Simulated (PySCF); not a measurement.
Consider C4H5FS.

The calculation's input:

```
{"job": {"kind": "nmr", "xc": "PBE0", "basis": "pcSseg-1"}, "charge": 0, "multiplicity": 1}
C     -2.035051     0.406703    -0.367722
S     -1.051168    -1.121058    -0.478458
C      0.463035    -0.479480    -0.004184
C      1.227131     0.503262     0.372698
F      1.377686     1.784328     0.676866
C      1.927993    -0.805158     0.257180
H     -2.016489     0.771975     0.654518
H     -3.048072     0.148520    -0.658184
H     -1.624464     1.147963    -1.046430
H      2.587547    -0.995815    -0.583184
H      2.197276    -1.358569     1.150937
```

Launched as:

```sh
OMP_NUM_THREADS=1 python probes_run.py task.json out
```

Geometry: GFN2-xTB.

Method: PySCF 2.14.0, PBE0/pcSseg-1, SCF density, gas phase, non-relativistic.

### Predict the electron density and electron localisation function between the atoms.

C–C (1.30 Å): the density is about 2.2 e/Å³ at the midpoint; the ELF peaks at about 0.80 between the atoms (a multiple bond).
C–F (1.33 Å): ρ at the midpoint is about 2.3 e/Å³; the ELF peaks at about 0.85 between the atoms, as expected for a shared but strongly polarised pair.
C–S (1.71 Å): ρ at the midpoint is about 1.4 e/Å³; the ELF peaks at about 0.90 between the atoms (a covalent bond).
C–H (1.09 Å): ρ is about 2 e/Å³ halfway; the ELF climbs to about 1 towards the hydrogen, as it does in any bond to H: a covalent bond by its length.

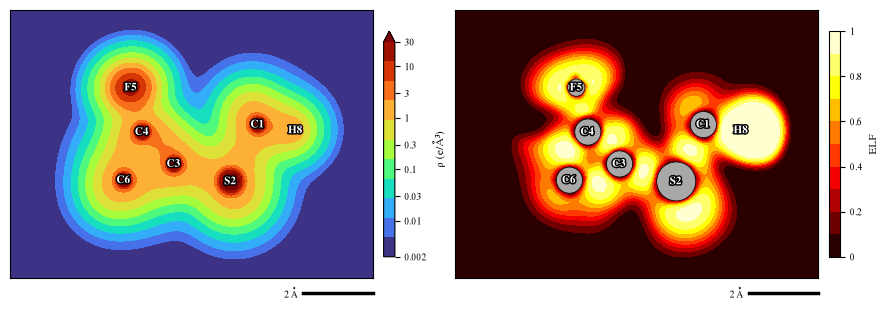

Computed electron density and electron localisation function on the plane of atoms S2, C1 and H8, in this order. Grey discs cover the atomic cores in the ELF map. 
